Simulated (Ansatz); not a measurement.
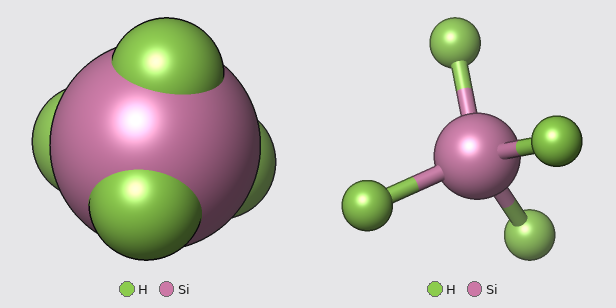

Both panels show the same species.

Describe the molecule.

Formula SiH₄. The point group is Td. Coordination: 1 Si tetrahedral.

The parts below concern this one geometry. Atoms keep their numbers from picture to picture. Computed geometry: PBE0-D4/def2-TZVP optimisation.

**Vibrations**

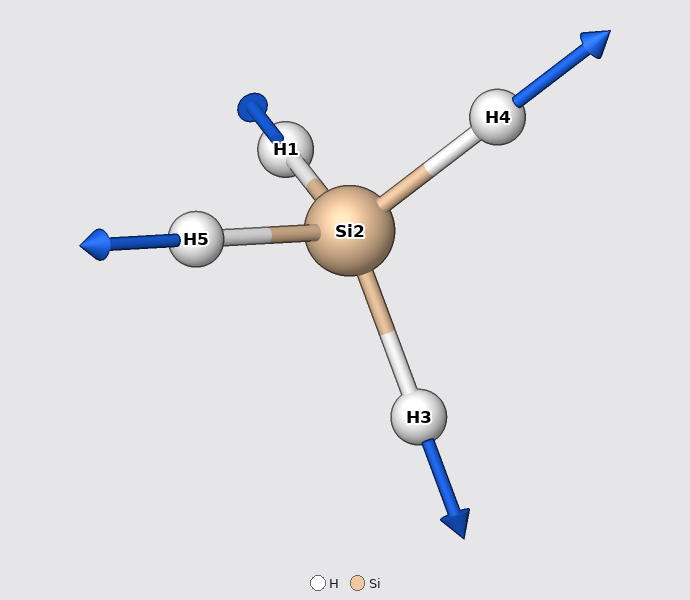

The arrows show one normal mode. Harmonic vibrations computed with RKS PBE0-D4/def2-TZVP (Ansatz 0.2.0) at a stationary point of the same level.

Describe the motion.

Mostly in-phase stretching of 4 Si–H bonds.

Estimate its harmonic wavenumber.

2235 cm⁻¹; it is mode 6 of 9 counted from the lowest.

**Electronic properties**

Method: CCSD(T)/CBS estimate, frozen core: CCSD(T) correlation extrapolated from def2-TZVPP and def2-QZVPP (Ansatz 0.2.0).

Give the T1 diagnostic at this level.

0.011.

**Thermal motion**

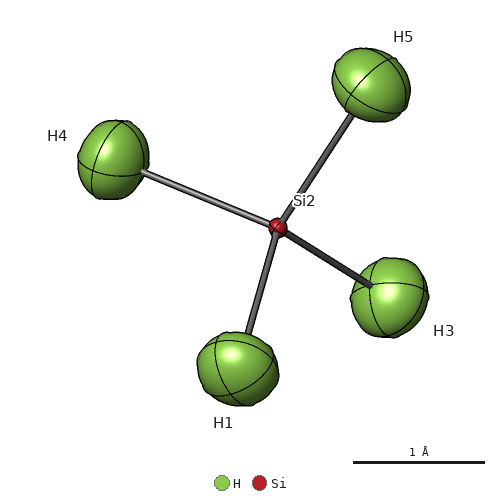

Displacement ellipsoids at the 50 % level, enlarged 2 times, from the internal vibrations of the free molecule (harmonic, no overall translation or rotation; no half-axis is drawn under 0.075 Å). Vibrations computed with RKS PBE0-D4/def2-TZVP (Ansatz 0.2.0). Temperature: 100 K.

List U_eq and the three principal root-mean-square amplitudes for each kind of atom.

| atom | U_eq (Å²) | rms amplitudes (Å) |
| --- | --- | --- |
| H1, H3, H4, H5 | 0.0095 | 0.085, 0.103, 0.103 |
| Si2 | 0.00007 | 0.008, 0.008, 0.008 |
